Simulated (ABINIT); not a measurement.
# SnO2 (Cassiterite): G0W0 with ABINIT, start to end, part 2 of 3

How does a plane-wave GW calculation on SnO2 (Cassiterite) run from the first input to the gap?

ABINIT 10.8.3; PBE and many-body steps on it, plane waves. Known limits of the many-body steps: not at the basis limit; no spin-orbit coupling; coarse k mesh.

So far. Step 2 (Ground state): The gap is direct, at Γ.

## (3) Bands along the symmetry lines

Level of this step: DFT, PBE, plane waves, norm-conserving pseudopotentials (ABINIT).

Levels along a band path, at the cheap level, show where the edges lie and whether the meshes to come will hold them.

Input file run.abi:

```
acell 3*1.0 Angstrom
rprim 
  4.738000000000 0.000000000000 0.000000000000
  0.000000000000 4.738000000000 0.000000000000
  0.000000000000 0.000000000000 3.186500000000
ntypat 2
znucl 50 8
natom 6
typat 1 1 2 2 2 2
xred 
  0.000000000000 0.000000000000 0.000000000000
  0.500000000000 0.500000000000 0.500000000000
  0.307100000000 0.307100000000 0.000000000000
  0.192900000000 0.807100000000 0.500000000000
  0.692900000000 0.692900000000 0.000000000000
  0.807100000000 0.192900000000 0.500000000000
pp_dirpath "pseudos"
pseudos "Sn.upf, O.upf"
ecut 42
iscf -2
irdden 1
kptopt 0
nkpt 75
kpt 
  0.00000000 0.00000000 0.00000000
  0.00000000 0.06250000 0.00000000
  0.00000000 0.12500000 0.00000000
  0.00000000 0.18750000 0.00000000
  0.00000000 0.25000000 0.00000000
  0.00000000 0.31250000 0.00000000
  0.00000000 0.37500000 0.00000000
  0.00000000 0.43750000 0.00000000
  0.00000000 0.50000000 0.00000000
  0.06250000 0.50000000 0.00000000
  0.12500000 0.50000000 0.00000000
  0.18750000 0.50000000 0.00000000
  0.25000000 0.50000000 0.00000000
  0.31250000 0.50000000 0.00000000
  0.37500000 0.50000000 0.00000000
  0.43750000 0.50000000 0.00000000
  0.50000000 0.50000000 0.00000000
  0.43750000 0.43750000 0.00000000
  0.37500000 0.37500000 0.00000000
  0.31250000 0.31250000 0.00000000
  0.25000000 0.25000000 0.00000000
  0.18750000 0.18750000 0.00000000
  0.12500000 0.12500000 0.00000000
  0.06250000 0.06250000 0.00000000
  0.00000000 0.00000000 0.00000000
  0.00000000 0.00000000 0.06250000
  0.00000000 0.00000000 0.12500000
  0.00000000 0.00000000 0.18750000
  0.00000000 0.00000000 0.25000000
  0.00000000 0.00000000 0.31250000
  0.00000000 0.00000000 0.37500000
  0.00000000 0.00000000 0.43750000
  0.00000000 0.00000000 0.50000000
  0.00000000 0.06250000 0.50000000
  0.00000000 0.12500000 0.50000000
  0.00000000 0.18750000 0.50000000
  0.00000000 0.25000000 0.50000000
  0.00000000 0.31250000 0.50000000
  0.00000000 0.37500000 0.50000000
  0.00000000 0.43750000 0.50000000
  0.00000000 0.50000000 0.50000000
  0.06250000 0.50000000 0.50000000
  0.12500000 0.50000000 0.50000000
  0.18750000 0.50000000 0.50000000
  0.25000000 0.50000000 0.50000000
  0.31250000 0.50000000 0.50000000
  0.37500000 0.50000000 0.50000000
  0.43750000 0.50000000 0.50000000
  0.50000000 0.50000000 0.50000000
  0.43750000 0.43750000 0.50000000
  0.37500000 0.37500000 0.50000000
  0.31250000 0.31250000 0.50000000
  0.25000000 0.25000000 0.50000000
  0.18750000 0.18750000 0.50000000
  0.12500000 0.12500000 0.50000000
  0.06250000 0.06250000 0.50000000
  0.00000000 0.00000000 0.50000000
  0.00000000 0.50000000 0.00000000
  0.00000000 0.50000000 0.06250000
  0.00000000 0.50000000 0.12500000
  0.00000000 0.50000000 0.18750000
  0.00000000 0.50000000 0.25000000
  0.00000000 0.50000000 0.31250000
  0.00000000 0.50000000 0.37500000
  0.00000000 0.50000000 0.43750000
  0.00000000 0.50000000 0.50000000
  0.50000000 0.50000000 0.00000000
  0.50000000 0.50000000 0.06250000
  0.50000000 0.50000000 0.12500000
  0.50000000 0.50000000 0.18750000
  0.50000000 0.50000000 0.25000000
  0.50000000 0.50000000 0.31250000
  0.50000000 0.50000000 0.37500000
  0.50000000 0.50000000 0.43750000
  0.50000000 0.50000000 0.50000000
istwfk *1
nband 46
nbdbuf 7
tolwfr 1e-07
nstep 50
prtwf 0
prtvol 0
indata_prefix "in"
outdata_prefix "out"
tmpdata_prefix "tmp"
```

On the command line:

```console
$ OMP_NUM_THREADS=1 mpirun -n 8 abinit run.abi > log
```

Numbers of over 12 decimals in the logs are rounded to 6 here.

Log:

```text
.Version 10.8.3 of ABINIT. v10.8.2 released Aug 2026.

 Symmetries : space group P4_2/m n m (#136); Bravais tP (primitive tetrag.)
[... echo of the input left out ...]
== DATASET  1 ==================================================================
-   mpi_nproc: 8, omp_nthreads: 1 (-1 if OMP is not activated)

--- !DatasetInfo
iteration_state: {dtset: 1, }
dimensions: {natom: 6, nkpt: 75, mband: 46, nsppol: 1, nspinor: 1, nspden: 1, mpw: 6320, }
cutoff_energies: {ecut:  42.0, pawecutdg:  -1.0, }
electrons: {nelect:   6.80000000E+01, charge:   0.00000000E+00, occopt:   1.00000000E+00, tsmear:   1.00000000E-02, }

 Real(R)+Recip(G) space primitive vectors, cartesian coordinates (Bohr,Bohr^-1):
 R(1)=  8.9535224  0.0000000  0.0000000  G(1)=  0.1116879  0.0000000  0.0000000
 R(2)=  0.0000000  8.9535224  0.0000000  G(2)=  0.0000000  0.1116879  0.0000000
 R(3)=  0.0000000  0.0000000  6.0216123  G(3)=  0.0000000  0.0000000  0.1660685
 Unit cell volume ucvol=  4.8272594E+02 bohr^3
 Angles (23,13,12)=  9.00000000E+01  9.00000000E+01  9.00000000E+01 degrees

 getcut: wavevector=  0.0000  0.0000  0.0000  ngfft=  54  54  36
         ecut(hartree)=     42.000   => boxcut(ratio)=   2.04927

--- Pseudopotential description ------------------------------------------------
- Sn Generated using ONCVPSP code by D. R. Hamann
- 50.00000  22.00000  171031                  znucl, zion, pspdat
12 -101130 2 -1 1628                          pspcod,pspxc,lmax,lloc,mmax
     nproj     2     2     2
  pspatm : epsatm=   27.31087254
         --- l  ekb(1:nproj) -->
             0    9.701792   -0.671203
             1    4.046855   -0.266328
             2   -2.346641   -0.600143
 pspatm: atomic psp has been read  and splines computed

- O Generated using ONCVPSP code by D. R. Hamann
-  8.00000   6.00000  171031                  znucl, zion, pspdat
12 -101130 2 -1 936                           pspcod,pspxc,lmax,lloc,mmax
     nproj     2     2     1
  pspatm : epsatm=    6.17005460
         --- l  ekb(1:nproj) -->
[...]
2   -1.331955
 pspatm: atomic psp has been read  and splines computed

--------------------------------------------------------------------------------

================================================================================
 prteigrs : about to open file out_EIG
 Non-SCF case, kpt    1 (  0.00000  0.00000  0.00000), residuals and eigenvalues=
  3.22E-08  9.54E-08  2.25E-08  8.55E-08  2.03E-08  3.51E-08  2.48E-08  2.46E-08
  7.34E-08  8.80E-08  2.10E-08  1.23E-08  2.22E-08  2.93E-08  2.66E-08  8.68E-09
  9.92E-09  2.24E-08  2.23E-08  3.13E-08  9.05E-08  4.11E-08  5.97E-08  3.43E-08
[...]
4.22E-08  3.22E-07  1.46E-07  1.16E-07  2.67E-05  7.98E-06
 -4.4512E+00 -4.4512E+00 -2.8280E+00 -2.8280E+00 -2.8264E+00 -2.8264E+00
 -2.8262E+00 -2.8262E+00 -5.2850E-01 -5.0088E-01 -4.9067E-01 -4.8981E-01
[...]
7.1262E-01  7.1584E-01  8.0298E-01  8.6989E-01
[...]
Non-SCF case, kpt   74 (  0.50000  0.50000  0.43750), residuals and eigenvalues=
[...]
Non-SCF case, kpt   75 (  0.50000  0.50000  0.50000), residuals and eigenvalues=
[...]
--- !ResultsGS
iteration_state: {dtset: 1, }
comment   : Summary of ground state results
lattice_vectors:
- [  8.9535224,   0.0000000,   0.0000000, ]
- [  0.0000000,   8.9535224,   0.0000000, ]
- [  0.0000000,   0.0000000,   6.0216123, ]
lattice_lengths: [   8.95352,    8.95352,    6.02161, ]
lattice_angles: [ 90.000,  90.000,  90.000, ] # degrees, (23, 13, 12)
lattice_volume:   4.8272594E+02
convergence: {deltae:  0.000E+00, res2:  0.000E+00, residm:  9.997E-08, diffor:  0.000E+00, }
etotal    :  -5.09495865E+02
entropy   :   0.00000000E+00
fermie    :   2.49058631E-01
cartesian_stress_tensor: null
pressure_GPa: null
xred      :
- [  0.0000E+00,   0.0000E+00,   0.0000E+00, Sn]
- [  5.0000E-01,   5.0000E-01,   5.0000E-01, Sn]
- [  3.0710E-01,   3.0710E-01,   0.0000E+00,  O]
- [  1.9290E-01,   8.0710E-01,   5.0000E-01,  O]
- [  6.9290E-01,   6.9290E-01,   0.0000E+00,  O]
- [  8.0710E-01,   1.9290E-01,   5.0000E-01,  O]
cartesian_forces: null
force_length_stats: {min: null, max: null, mean: null, }

 Integrated electronic density in atomic spheres:
 ------------------------------------------------
 Atom  Sphere_radius  Integrated_density
[...]
================================================================================

 ----iterations are completed or convergence reached----

 Mean square residual over all n,k,spin=   40.849E-09; max=  99.968E-09
 reduced coordinates (array xred) for    6 atoms
[...]
0.692900000000      0.692900000000      0.000000000000
       0.807100000000      0.192900000000      0.500000000000

 cartesian coordinates (angstrom) at end:
[...]
5      3.282960     3.282960     0.000000
    6      3.824040     0.913960     1.593250
 length scales=  1.889726125908  1.889726125908  1.889726125908 bohr
              =  1.000000000000  1.000000000000  1.000000000000 angstroms
 prteigrs : about to open file out_EIG
 Eigenvalues (hartree) for nkpt=  75  k points:
 kpt#   1, nband= 46, wtk=  1.00000, kpt=  0.0000  0.0000  0.0000 (reduced coord)
[...]
kpt#   2, nband= 46, wtk=  1.00000, kpt=  0.0000  0.0625  0.0000 (reduced coord)
[...]
kpt#   3, nband= 46, wtk=  1.00000, kpt=  0.0000  0.1250  0.0000 (reduced coord)
[...]
kpt#  74, nband= 46, wtk=  1.00000, kpt=  0.5000  0.5000  0.4375 (reduced coord)
[...]
0.65977    0.65977    0.73438    0.73438    0.81538    0.81751
 kpt#  75, nband= 46, wtk=  1.00000, kpt=  0.5000  0.5000  0.5000 (reduced coord)
[...]
0.06457    0.06457    0.15586    0.15586    0.15934    0.15934    0.21355    0.21355
   0.21870    0.21870    0.43022    0.43022    0.57712    0.57712    0.65592    0.65592
   0.66119    0.66119    0.73499    0.73499    0.81314    0.81570

== END DATASET(S) ==============================================================
================================================================================

 -outvars: echo values of variables after computation  --------
            nband          46
             nkpt          75
          spgroup         136
 [... the other variables as echoed above ...]

 Calculation completed.
```

Wall time 48 s (8 MPI ranks of Arm Neoverse V1, shared host); peak memory 0.86 GiB.

This step gave:

```yaml
gap: 1.284 eV
k_of_the_valence_top: 0, 0, 0
k_of_the_conduction_bottom: 0, 0, 0
least_direct_gap: 1.284 eV
```

The gap is 1.284 eV, as in the run before at this level.

The electronic bands at the labelled points (eV, zero at the top of the highest filled band):

```
    point  band 31  band 32  band 33  band 34  band 35  band 36  band 37  band 38
        Γ    -1.25    -0.76    -0.76     0.00     1.28     6.14     6.39     6.39
        X    -1.20    -1.20    -0.63    -0.63     4.44     4.44     7.12     7.12
        M    -1.32    -1.32    -0.90    -0.90     4.83     4.83     7.55     7.55
        Γ    -1.25    -0.76    -0.76     0.00     1.28     6.14     6.39     6.39
        Z    -1.64    -1.64    -1.25    -1.25     6.22     6.22     9.80     9.80
        R    -1.09    -1.09    -0.71    -0.71     6.49     6.49     8.11     8.11
        A    -0.97    -0.97    -0.83    -0.83     4.93     4.93     8.93     8.93
        Z    -1.64    -1.64    -1.25    -1.25     6.22     6.22     9.80     9.80
jump to X    -1.20    -1.20    -0.63    -0.63     4.44     4.44     7.12     7.12
        R    -1.09    -1.09    -0.71    -0.71     6.49     6.49     8.11     8.11
jump to M    -1.32    -1.32    -0.90    -0.90     4.83     4.83     7.55     7.55
        A    -0.97    -0.97    -0.83    -0.83     4.93     4.93     8.93     8.93
```

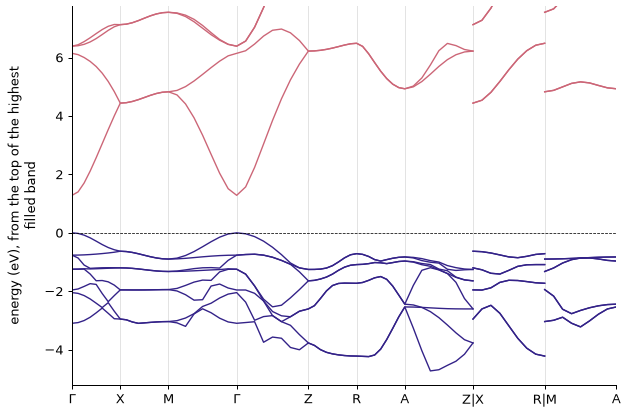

Electronic bands along the path; lines of filled and empty bands in two colours.

## (4) Empty states on the mesh, 2×2×4 mesh, 436 bands

The sums over transitions need many empty states on a uniform mesh; this step solves for them.

Input file run.abi:

```
acell 3*1.0 Angstrom
rprim 
  4.738000000000 0.000000000000 0.000000000000
  0.000000000000 4.738000000000 0.000000000000
  0.000000000000 0.000000000000 3.186500000000
ntypat 2
znucl 50 8
natom 6
typat 1 1 2 2 2 2
xred 
  0.000000000000 0.000000000000 0.000000000000
  0.500000000000 0.500000000000 0.500000000000
  0.307100000000 0.307100000000 0.000000000000
  0.192900000000 0.807100000000 0.500000000000
  0.692900000000 0.692900000000 0.000000000000
  0.807100000000 0.192900000000 0.500000000000
pp_dirpath "pseudos"
pseudos "Sn.upf, O.upf"
ecut 42
ngkpt 2 2 4
nshiftk 1
shiftk 0 0 0
kptopt 1
chksymbreak 0
iscf -2
irdden 1
istwfk *1
nband 436
nbdbuf 38
tolwfr 1e-09
nstep 60
prtvol 0
indata_prefix "in"
outdata_prefix "out"
tmpdata_prefix "tmp"
```

Log:

```text
.Version 10.8.3 of ABINIT. v10.8.2 released Aug 2026.

 Symmetries : space group P4_2/m n m (#136); Bravais tP (primitive tetrag.)
[... echo of the input left out ...]
== DATASET  1 ==================================================================
-   mpi_nproc: 8, omp_nthreads: 1 (-1 if OMP is not activated)
-    --> not optimal distribution: autoparal keyword recommended in input file <--

--- !DatasetInfo
iteration_state: {dtset: 1, }
dimensions: {natom: 6, nkpt: 9, mband: 436, nsppol: 1, nspinor: 1, nspden: 1, mpw: 6312, }
cutoff_energies: {ecut:  42.0, pawecutdg:  -1.0, }
electrons: {nelect:   6.80000000E+01, charge:   0.00000000E+00, occopt:   1.00000000E+00, tsmear:   1.00000000E-02, }

 Real(R)+Recip(G) space primitive vectors, cartesian coordinates (Bohr,Bohr^-1):
 R(1)=  8.9535224  0.0000000  0.0000000  G(1)=  0.1116879  0.0000000  0.0000000
 R(2)=  0.0000000  8.9535224  0.0000000  G(2)=  0.0000000  0.1116879  0.0000000
 R(3)=  0.0000000  0.0000000  6.0216123  G(3)=  0.0000000  0.0000000  0.1660685
 Unit cell volume ucvol=  4.8272594E+02 bohr^3
 Angles (23,13,12)=  9.00000000E+01  9.00000000E+01  9.00000000E+01 degrees

 getcut: wavevector=  0.0000  0.0000  0.0000  ngfft=  54  54  36
         ecut(hartree)=     42.000   => boxcut(ratio)=   2.04927

--- Pseudopotential description ------------------------------------------------
- Sn Generated using ONCVPSP code by D. R. Hamann
- 50.00000  22.00000  171031                  znucl, zion, pspdat
12 -101130 2 -1 1628                          pspcod,pspxc,lmax,lloc,mmax
     nproj     2     2     2
  pspatm : epsatm=   27.31087254
         --- l  ekb(1:nproj) -->
             0    9.701792   -0.671203
             1    4.046855   -0.266328
             2   -2.346641   -0.600143
 pspatm: atomic psp has been read  and splines computed

- O Generated using ONCVPSP code by D. R. Hamann
-  8.00000   6.00000  171031                  znucl, zion, pspdat
12 -101130 2 -1 936                           pspcod,pspxc,lmax,lloc,mmax
     nproj     2     2     1
  pspatm : epsatm=    6.17005460
         --- l  ekb(1:nproj) -->
[...]
2   -1.331955
 pspatm: atomic psp has been read  and splines computed

--------------------------------------------------------------------------------

================================================================================
 prteigrs : about to open file out_EIG
 Non-SCF case, kpt    1 (  0.00000  0.00000  0.00000), residuals and eigenvalues=
  3.22E-11  4.16E-11  1.31E-10  1.67E-10  1.50E-10  2.20E-10  1.88E-10  2.14E-10
  6.35E-11  6.47E-11  8.22E-11  8.42E-11  5.20E-11  5.21E-11  6.43E-11  7.84E-11
  8.72E-11  6.14E-11  1.66E-10  6.26E-11  1.23E-10  3.50E-10  1.72E-10  1.88E-10
[...]
1.25E-03  2.11E-03  3.25E-03  2.36E-03
 -4.4512E+00 -4.4512E+00 -2.8280E+00 -2.8280E+00 -2.8264E+00 -2.8264E+00
 -2.8262E+00 -2.8262E+00 -5.2850E-01 -5.0088E-01 -4.9067E-01 -4.8981E-01
 -4.8981E-01 -4.8655E-01 -4.8526E-01 -4.8206E-01 -4.8100E-01 -4.8100E-01
[...]
6.4512E+00  6.4590E+00  6.4720E+00  6.4815E+00  6.5199E+00  6.5206E+00
  6.5349E+00  6.5654E+00  6.5668E+00  6.5721E+00  6.5741E+00  6.5758E+00
  6.5802E+00  6.5821E+00  6.5894E+00  6.6000E+00
 prteigrs : prtvol=0 or 1, do not print more k-points.

--- !ResultsGS
iteration_state: {dtset: 1, }
comment   : Summary of ground state results
lattice_vectors:
- [  8.9535224,   0.0000000,   0.0000000, ]
- [  0.0000000,   8.9535224,   0.0000000, ]
- [  0.0000000,   0.0000000,   6.0216123, ]
lattice_lengths: [   8.95352,    8.95352,    6.02161, ]
lattice_angles: [ 90.000,  90.000,  90.000, ] # degrees, (23, 13, 12)
lattice_volume:   4.8272594E+02
convergence: {deltae:  0.000E+00, res2:  0.000E+00, residm:  9.984E-10, diffor:  0.000E+00, }
etotal    :  -5.09495865E+02
entropy   :   0.00000000E+00
fermie    :   2.49058631E-01
cartesian_stress_tensor: null
pressure_GPa: null
xred      :
- [  0.0000E+00,   0.0000E+00,   0.0000E+00, Sn]
- [  5.0000E-01,   5.0000E-01,   5.0000E-01, Sn]
- [  3.0710E-01,   3.0710E-01,   0.0000E+00,  O]
- [  1.9290E-01,   8.0710E-01,   5.0000E-01,  O]
- [  6.9290E-01,   6.9290E-01,   0.0000E+00,  O]
- [  8.0710E-01,   1.9290E-01,   5.0000E-01,  O]
cartesian_forces: null
force_length_stats: {min: null, max: null, mean: null, }

 Integrated electronic density in atomic spheres:
 ------------------------------------------------
 Atom  Sphere_radius  Integrated_density
[...]
================================================================================

 ----iterations are completed or convergence reached----

 Mean square residual over all n,k,spin=   34.708E-11; max=  99.839E-11
 reduced coordinates (array xred) for    6 atoms
[...]
0.692900000000      0.692900000000      0.000000000000
       0.807100000000      0.192900000000      0.500000000000

 cartesian coordinates (angstrom) at end:
    1      0.000000     0.000000     0.000000
[...]
6      3.824040     0.913960     1.593250
 length scales=  1.889726125908  1.889726125908  1.889726125908 bohr
              =  1.000000000000  1.000000000000  1.000000000000 angstroms
 prteigrs : about to open file out_EIG
 Eigenvalues (hartree) for nkpt=   9  k points:
 kpt#   1, nband=436, wtk=  0.06250, kpt=  0.0000  0.0000  0.0000 (reduced coord)
[...]
6.39892    6.41270    6.44426    6.44427    6.45116    6.45904    6.47202    6.48152
   6.51990    6.52060    6.53492    6.56541    6.56678    6.57215    6.57410    6.57576
   6.58024    6.58210    6.58942    6.59997
 prteigrs : prtvol=0 or 1, do not print more k-points.

== END DATASET(S) ==============================================================
================================================================================

 -outvars: echo values of variables after computation  --------
            nband         436
             nkpt           9
          spgroup         136
 [... the other variables as echoed above ...]

 Calculation completed.
```

It took 7.5 min on 8 MPI ranks; peak memory 0.94 GiB; 60 min of CPU time.

This step gave:

| Item | Value |
| --- | --- |
| gap | 1.284 eV |
| k of the valence top | 0, 0, 0 |
| k of the conduction bottom | 0, 0, 0 |
| least direct gap | 1.284 eV |
| k points computed | 9 |
| lowest point of the top converged band, above the valence top | 158.8982 eV |

On this mesh the gap is 1.284 eV.

[end of part 2 of 3]

[Paths, hosts, dates, memory and timing lines, banners, echoed tables and standing remarks are left out of the program output.]

[Logs are printed without paths, hosts, clocks, repeated set-up lines and the standing remarks that a program may print on its own settings, such as how far it seeks lower states.]

[Runs of the session that timed out or met a known fault of the program may be left out.]

[Hosts, paths, dates, database ids (printed as entryN), source tags and the programs' standing remarks are cut or masked in the printed files.]

[G0W0 gaps are taken among the corrected bands and points alone; a level outside them can change the order at an edge.]

[Where Ansatz stands beside ABINIT at settings called matched, ABINIT's density can come from a denser mesh and the files from another edition; pairs whose starting gaps differed by over 0.03 eV were left out, so agreement reads better than it is.]
